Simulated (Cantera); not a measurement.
Input: 1 mol CaCl2, 0.018 mol HCl, 1.8 mol N2, at 0.0133 bar.

Cantera equilibrium calculation (NASA polynomials, part measured and part estimated; ideal gas, pure solids and liquids). Candidate condensed phases: Ca, CaCl2, NH4Cl; 16 gas species. Kinetics and transport are ignored.

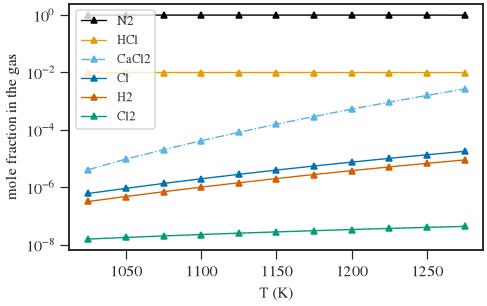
*Equilibrium gas composition (values under 1e-9 drawn at 1e-9)*

At 1025 K the condensed part is CaCl2(s). From 1050 K to 1275 K the condensed part is CaCl2(l). The main Ca-bearing gas is CaCl2 throughout.
